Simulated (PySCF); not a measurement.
# CH4BFO (SMILES OCBF) at 5 levels

Wanted: a comparison of 5 runs (HF/def2-SVP, B3LYP/pcseg-1, BLYP/cc-pVTZ, TPSS/pcseg-2, MP2/STO-3G) of CH4BFO. The job is set up through a Python script.

Program for the calculation: PySCF 2.14.0.

## (1) Starting point

CH4BFO: 8 atoms, total charge 0, spin state singlet. SMILES: `OCBF`. The shape is that of a PBE0-D4/def2-TZVP optimisation. This is one conformer, not always the lowest.

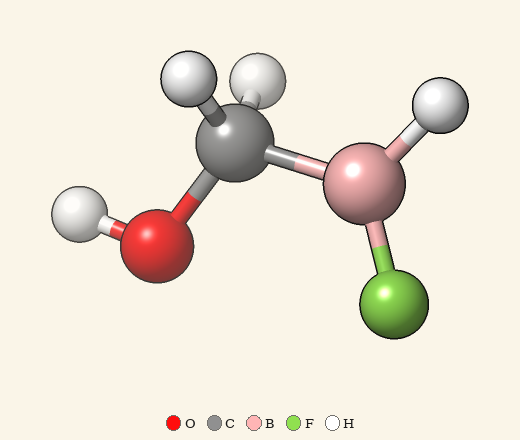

Viewed from a chosen angle; oxygen red, carbon grey, boron pink, fluorine green, hydrogen white.

## (2) Energy and gradient at HF/def2-SVP (run 1)

run.py

```python
import pyscf.grad
from pyscf import gto, scf

mol = gto.M(
    atom='''
O       -1.240500       0.762600      -0.169300
C        0.117900       0.425000      -0.013600
B        0.368600      -1.112000       0.076000
F       -0.622900      -1.976700       0.007200
H       -1.319100       1.717500      -0.217300
H        0.563100       0.872000       0.893700
H        0.744200       0.799800      -0.843400
H        1.481000      -1.545400       0.210800
''',
    max_memory=1860,
    basis='def2-svp',
    verbose=4,
    charge=0,
)

mf = scf.RHF(mol)
mf.conv_tol = 1e-10
mf.kernel()
if not mf.converged:
    mf = mf.newton().run(mf.mo_coeff, mf.mo_occ)

energy = mf.e_tot
print('Final energy', energy)
grad = mf.Gradients().kernel()
mf.analyze()
```

Command:

```
$ OMP_NUM_THREADS=1 python run.py
```

Standard output:

```text
PySCF version 2.14.0

[... 79 lines left out ...]
Nuclear Repulsion Energy =             111.226616727369603
[... 9 lines left out ...]
MO #4   energy= -7.66339591195195  occ= 2
[... 7 lines left out ...]
MO #12  energy= -0.622581714678005 occ= 2
[... 7 lines left out ...]
MO #20  energy= 0.243376280868947  occ= 0
[... 7 lines left out ...]
MO #28  energy= 0.718516696580597  occ= 0
[... 7 lines left out ...]
MO #36  energy= 1.05772780133343   occ= 0
[... 7 lines left out ...]
MO #44  energy= 1.59552074835957   occ= 0
[... 7 lines left out ...]
MO #52  energy= 1.91141216316342   occ= 0
[... 7 lines left out ...]
MO #60  energy= 2.47378487629678   occ= 0
[... 7 lines left out ...]
MO #68  energy= 3.4506349079117    occ= 0
[... 7 lines left out ...]
MO #76  energy= 4.25504641993503   occ= 0
[... 48 lines left out ...]
pop of  3 F 2py           1.86559
pop of  3 F 2pz           1.84931
pop of  3 F 3px           0.00161
pop of  3 F 3py           0.00220
pop of  3 F 3pz           0.00024
pop of  3 F 3dxy          0.00340
pop of  3 F 3dyz          0.00050
pop of  3 F 3dz^2         0.00105
pop of  3 F 3dxz          0.00067
pop of  3 F 3dx2-y2       0.00091
pop of  4 H 1s            0.66237
pop of  4 H 2s            0.01455
pop of  4 H 2px           0.00101
pop of  4 H 2py           0.00231
pop of  4 H 2pz           0.00191
pop of  5 H 1s            0.91122
pop of  5 H 2s            0.00771
pop of  5 H 2px           0.00040
pop of  5 H 2py           0.00054
pop of  5 H 2pz           0.00126
pop of  6 H 1s            0.91121
pop of  6 H 2s            0.00771
pop of  6 H 2px           0.00065
pop of  6 H 2py           0.00044
pop of  6 H 2pz           0.00111
pop of  7 H 1s            1.03852
pop of  7 H 2s            0.00508
pop of  7 H 2px           0.00241
pop of  7 H 2py           0.00078
pop of  7 H 2pz           0.00005
 ** Mulliken atomic charges  **
charge of    0O =     -0.54404
charge of    1C =     -0.04412
charge of    2B =      0.47840
charge of    3F =     -0.31899
charge of    4H =      0.31784
charge of    5H =      0.07887
charge of    6H =      0.07887
charge of    7H =     -0.04684
Dipole moment(X, Y, Z, Debye):  1.95739,  2.29572,  0.10949
```

Run time: 3.9 s. Hardware: 1 thread of Intel Xeon at 2.70GHz, shared host; peak memory 0.15 GiB.

## (3) Energy and forces at B3LYP/pcseg-1 (run 2)

start.xyz

```xyz
8
CH4BFO
O     -1.240500     0.762600    -0.169300
C      0.117900     0.425000    -0.013600
B      0.368600    -1.112000     0.076000
F     -0.622900    -1.976700     0.007200
H     -1.319100     1.717500    -0.217300
H      0.563100     0.872000     0.893700
H      0.744200     0.799800    -0.843400
H      1.481000    -1.545400     0.210800
```

input.py

```python
import pyscf.grad
from pyscf import gto, dft

mol = gto.M(
    atom='start.xyz',
    max_memory=1860,
    verbose=4,
    charge=0,
    basis='pcseg-1',
)

mf = dft.RKS(mol)
mf.xc = 'b3lyp'
mf.conv_tol = 1e-10
mf.grids.level = 5
mf.kernel()
if not mf.converged:
    mf = mf.newton().run(mf.mo_coeff, mf.mo_occ)

e_tot = mf.e_tot
print('E = %.10f Eh' % e_tot)
grad = mf.Gradients().kernel()
mf.analyze()
```

Command:

```
$ OMP_NUM_THREADS=1 python input.py
```

Standard output:

```text
PySCF version 2.14.0

[... 92 lines left out ...]
Nuclear Repulsion Energy =             111.226616727369603
[... 9 lines left out ...]
MO #4   energy= -6.80770213580813  occ= 2
[... 7 lines left out ...]
MO #12  energy= -0.447813342119269 occ= 2
[... 7 lines left out ...]
MO #20  energy= 0.0967340826476155 occ= 0
[... 7 lines left out ...]
MO #28  energy= 0.496078119560202  occ= 0
[... 7 lines left out ...]
MO #36  energy= 0.896631806827932  occ= 0
[... 7 lines left out ...]
MO #44  energy= 1.41244719365582   occ= 0
[... 7 lines left out ...]
MO #52  energy= 1.8681829073612    occ= 0
[... 7 lines left out ...]
MO #60  energy= 2.26996149573898   occ= 0
[... 7 lines left out ...]
MO #68  energy= 2.795930856644     occ= 0
[... 7 lines left out ...]
MO #76  energy= 3.58498895268866   occ= 0
[... 48 lines left out ...]
pop of  3 F 2py           1.85185
pop of  3 F 2pz           1.80481
pop of  3 F 3px           0.00184
pop of  3 F 3py           0.00245
pop of  3 F 3pz           0.00034
pop of  3 F 3dxy          0.00396
pop of  3 F 3dyz          0.00061
pop of  3 F 3dz^2         0.00126
pop of  3 F 3dxz          0.00082
pop of  3 F 3dx2-y2       0.00117
pop of  4 H 1s            0.66063
pop of  4 H 2s            0.01491
pop of  4 H 2px           0.00093
pop of  4 H 2py           0.00161
pop of  4 H 2pz           0.00179
pop of  5 H 1s            0.89216
pop of  5 H 2s            0.00917
pop of  5 H 2px           0.00024
pop of  5 H 2py           0.00037
pop of  5 H 2pz           0.00079
pop of  6 H 1s            0.89215
pop of  6 H 2s            0.00917
pop of  6 H 2px           0.00039
pop of  6 H 2py           0.00032
pop of  6 H 2pz           0.00069
pop of  7 H 1s            1.01759
pop of  7 H 2s            0.00612
pop of  7 H 2px           0.00140
pop of  7 H 2py           0.00042
pop of  7 H 2pz           0.00003
 ** Mulliken atomic charges  **
charge of    0O =     -0.52497
charge of    1C =     -0.08079
charge of    2B =      0.38013
charge of    3F =     -0.26346
charge of    4H =      0.32013
charge of    5H =      0.09726
charge of    6H =      0.09728
charge of    7H =     -0.02556
Dipole moment(X, Y, Z, Debye):  1.65604,  2.16320,  0.08330
```

It took 25 s on 1 thread of Intel Xeon at 2.70GHz, shared host; peak memory 0.76 GiB.

## (4) Energy and forces at BLYP/cc-pVTZ (run 3)

job.py

```python
# OCBF
import pyscf.grad
from pyscf import gto, dft

molecule = gto.M(
    atom='''
O     -2.344205     1.441105    -0.319931
C      0.222799     0.803134    -0.025700
B      0.696553    -2.101375     0.143619
F     -1.177110    -3.735422     0.013606
H     -2.492738     3.245605    -0.410637
H      1.064105     1.647841     1.688848
H      1.406334     1.511403    -1.593795
H      2.798684    -2.920383     0.398354
''',
    basis='cc-pvtz',
    charge=0,
    unit='bohr',
    verbose=3,
    spin=0,
    max_memory=1860,
)

calc0 = dft.RKS(molecule, xc='blyp')
calc0.conv_tol = 1e-10
calc0.grids.level = 5
calc0.kernel()
if not calc0.converged:
    calc0 = calc0.newton().run(calc0.mo_coeff, calc0.mo_occ)

e_tot = calc0.e_tot
print('E(%s) = %.9f' % ('BLYP', e_tot))
grad = calc0.Gradients().kernel()
calc0.analyze()
```

Command:

```
$ OMP_NUM_THREADS=1 python job.py
```

Standard output:

```text
converged SCF energy = -240.501614270657
[... 20 lines left out ...]
MO #11  energy= -0.40121397599674  occ= 2
[... 14 lines left out ...]
MO #26  energy= 0.203748193923242  occ= 0
[... 14 lines left out ...]
MO #41  energy= 0.619499161149136  occ= 0
[... 14 lines left out ...]
MO #56  energy= 1.05357502666363   occ= 0
[... 14 lines left out ...]
MO #71  energy= 1.66150181860681   occ= 0
[... 14 lines left out ...]
MO #86  energy= 2.15239021310705   occ= 0
[... 14 lines left out ...]
MO #101 energy= 2.96762841978414   occ= 0
[... 14 lines left out ...]
MO #116 energy= 3.58246833645949   occ= 0
[... 14 lines left out ...]
MO #131 energy= 4.27809893219846   occ= 0
[... 14 lines left out ...]
MO #146 energy= 5.26896443658329   occ= 0
[... 14 lines left out ...]
MO #161 energy= 6.88300354273017   occ= 0
[... 14 lines left out ...]
MO #176 energy= 12.2163186073526   occ= 0
[... 9 lines left out ...]
Dipole moment(X, Y, Z, Debye):  1.29192,  2.08017,  0.04873
```

Wall time 86 s (1 thread of Intel Xeon at 2.70GHz, shared host); peak memory 2.4 GiB.

Run 4 isn't shown in full; the table further down has it.

## (5) Energy and gradient at MP2/STO-3G (run 5)

calc.py

```python
from pyscf import gto, scf, mp

mol = gto.M(
    atom='''
O   -1.240500   0.762600  -0.169300
C    0.117900   0.425000  -0.013600
B    0.368600  -1.112000   0.076000
F   -0.622900  -1.976700   0.007200
H   -1.319100   1.717500  -0.217300
H    0.563100   0.872000   0.893700
H    0.744200   0.799800  -0.843400
H    1.481000  -1.545400   0.210800
''',
    max_memory=1860,
    spin=0,
    verbose=4,
    basis='sto-3g',
)

calc0 = scf.RHF(mol)
calc0.conv_tol = 1e-10
calc0.kernel()
if not calc0.converged:
    calc0 = calc0.newton().run(calc0.mo_coeff, calc0.mo_occ)

pt = mp.MP2(calc0, frozen=4).run()
e_tot = pt.e_tot
print(f'total energy: {e_tot:.8f} hartree')
grad = pt.nuc_grad_method().kernel()
calc0.analyze()
```

Command:

```
$ OMP_NUM_THREADS=1 python calc.py
```

Standard output:

```text
PySCF version 2.14.0

[... 62 lines left out ...]
converged SCF energy = -236.017570393354
[... 19 lines left out ...]
Nuclear Repulsion Energy =             111.226616727369603
[... 2 lines left out ...]
Two-electron Coulomb Energy =          230.445618551709970
[... 4 lines left out ...]
MO #2   energy= -20.2501994268145  occ= 2
[... 2 lines left out ...]
MO #5   energy= -1.51301414461833  occ= 2
[... 2 lines left out ...]
MO #8   energy= -0.650558836685207 occ= 2
[... 2 lines left out ...]
MO #11  energy= -0.555119010659035 occ= 2
[... 2 lines left out ...]
MO #14  energy= -0.424653406708005 occ= 2
[... 2 lines left out ...]
MO #17  energy= 0.285510682057241  occ= 0
[... 2 lines left out ...]
MO #20  energy= 0.701104575466216  occ= 0
MO #21  energy= 0.702212569429752  occ= 0
MO #22  energy= 0.723521971797423  occ= 0
MO #23  energy= 0.798804205086416  occ= 0
MO #24  energy= 0.861605284466046  occ= 0
 ** Mulliken pop on meta-lowdin orthogonal AOs  **
 ** Mulliken pop  **
pop of  0 O 1s            1.99990
pop of  0 O 2s            1.68339
pop of  0 O 2px           1.31810
pop of  0 O 2py           1.26084
pop of  0 O 2pz           1.95911
pop of  1 C 1s            1.99980
pop of  1 C 2s            1.03323
pop of  1 C 2px           0.86258
pop of  1 C 2py           1.13495
pop of  1 C 2pz           1.01887
pop of  2 B 1s            1.99958
pop of  2 B 2s            0.90099
pop of  2 B 2px           0.78788
pop of  2 B 2py           0.79345
pop of  2 B 2pz           0.29094
pop of  3 F 1s            1.99994
pop of  3 F 2s            1.82189
pop of  3 F 2px           1.71314
pop of  3 F 2py           1.76747
pop of  3 F 2pz           1.76185
pop of  4 H 1s            0.86788
pop of  5 H 1s            0.97483
pop of  6 H 1s            0.97483
pop of  7 H 1s            1.07458
 ** Mulliken atomic charges  **
charge of    0O =     -0.22133
charge of    1C =     -0.04941
charge of    2B =      0.22716
charge of    3F =     -0.06429
charge of    4H =      0.13212
charge of    5H =      0.02517
charge of    6H =      0.02517
charge of    7H =     -0.07458
Dipole moment(X, Y, Z, Debye):  1.21016,  1.35689,  0.06972
```

It took 1.5 s on 1 thread of Intel Xeon at 2.70GHz, shared host; peak memory 0.12 GiB.

## (6) The series

```
run          level  integration grid  frozen core orbitals  energy (Eh)  dipole moment (D) of the reference  HOMO energy (eV)  LUMO energy (eV)  wall time
  1    HF/def2-SVP                 –                     –  -239.034470                                3.02            -12.36              3.46      3.9 s
  2  B3LYP/pcseg-1                 5                     –  -240.424178                                2.73             -7.74             -0.66       25 s
  3   BLYP/cc-pVTZ                 5                     –  -240.501614                                2.45             -6.30             -1.34       86 s
  4   TPSS/pcseg-2                 5                     –  -240.591678                                2.59             -6.65             -1.34    2.6 min
  5     MP2/STO-3G                 –                     4  -236.159885                                1.82             -9.58              7.77      1.5 s
```

## (7) Results

```
                                          quantity          value
                               run 5: total energy  -236.15989 Eh
       run 5: dipole moment (Hartree–Fock density)         1.82 D
        run 5: HOMO energy (Hartree–Fock orbitals)       -9.58 eV
        run 5: LUMO energy (Hartree–Fock orbitals)        7.77 eV
      run 5: HOMO–LUMO gap (Hartree–Fock orbitals)       17.35 eV
run 5: correlation energy (4 core orbitals frozen)     -142.3 mEh
                   run 5: largest force on an atom     4.370 eV/Å
```

Over runs 1, 2, 3, 4 the dipole moment (its size) runs from 2.45 D (BLYP/cc-pVTZ) to 3.02 D (HF/def2-SVP). The two ends differ in method and basis. Over runs 1, 2, 3, 4 the HOMO–LUMO gap runs from 4.96 eV (BLYP/cc-pVTZ) to 15.82 eV (HF/def2-SVP). Totals of different functionals can't be ranked against each other. In run 5 the basis is minimal, so the values are rough. All runs together took 4.5 min, the longest 2.6 min.
